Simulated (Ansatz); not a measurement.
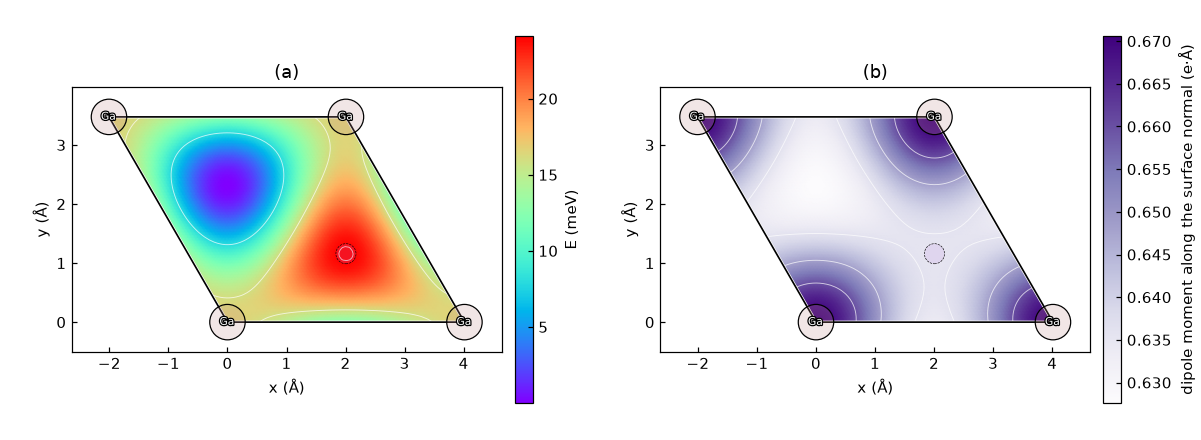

N₂ on a GaAs(111) slab cut from the F-43m phase, its upper half relaxed before the scan (16 atoms of substrate and one adsorbate in a 2 × 2 cell). N2 is moved over the surface cell at a fixed height above a rigid substrate; the origin of the map has the adsorbate above Ga13; the height is held at 3.40 Å. Places are given modulo a cell vector. The map is drawn in real space over the plane of the surface. The scan uses a 9 × 9 grid; 19 points were computed and 62 follow by symmetry. Places are given in fractions of the 1 × 1 surface cell. Energies: meV, counted from the lowest grid point. At a fixed height the lowest place need not be the adsorption site. Level of theory: Ansatz, DFT PBE+D3(BJ), scalar-relativistic, plane waves, PAW. Settings: cutoff 420 eV, k-mesh 6×6×1, gaussian smearing 0.05 eV, no spin polarisation.

Panel (a) is the energy; panel (b) is the computed dipole moment along the surface normal, in e·Å.

The picture shows a smooth colour map with a few white contour lines, labelled circles for the atoms of the top layer and small ones for the second layer, the outline of one cell of the plane. Between grid points the surface is interpolated.

### How does the dipole moment along the surface normal vary over the map, and what is it at the lowest grid point?

It runs from 0.63 e·Å at a threefold hollow, (3/9, 6/9) of the cell vectors to 0.67 e·Å at the top site over a surface Ga atom, (0/9, 0/9) of the cell vectors. At the lowest grid point, a threefold hollow, (3/9, 6/9) of the cell vectors, it is 0.63 e·Å.

| second ↓, first → | 0/9 | 1/9 | 2/9 | 3/9 | 4/9 | 5/9 | 6/9 | 7/9 | 8/9 |
| --- | --- | --- | --- | --- | --- | --- | --- | --- | --- |
| 8/9 | 0.67 | 0.66 | 0.64 | 0.63 | 0.63 | 0.63 | 0.64 | 0.66 | 0.67 |
| 7/9 | 0.65 | 0.64 | 0.64 | 0.63 | 0.63 | 0.64 | 0.64 | 0.65 | 0.66 |
| 6/9 | 0.64 | 0.63 | 0.63 | 0.63 | 0.63 | 0.63 | 0.64 | 0.65 | 0.65 |
| 5/9 | 0.63 | 0.63 | 0.63 | 0.63 | 0.63 | 0.63 | 0.64 | 0.64 | 0.64 |
| 4/9 | 0.63 | 0.63 | 0.64 | 0.63 | 0.63 | 0.64 | 0.64 | 0.64 | 0.64 |
| 3/9 | 0.64 | 0.64 | 0.64 | 0.64 | 0.64 | 0.64 | 0.64 | 0.64 | 0.64 |
| 2/9 | 0.65 | 0.66 | 0.65 | 0.65 | 0.64 | 0.64 | 0.64 | 0.64 | 0.65 |
| 1/9 | 0.67 | 0.67 | 0.66 | 0.65 | 0.64 | 0.64 | 0.64 | 0.65 | 0.66 |
| 0/9 | 0.67 | 0.67 | 0.65 | 0.64 | 0.63 | 0.63 | 0.64 | 0.65 | 0.67 |
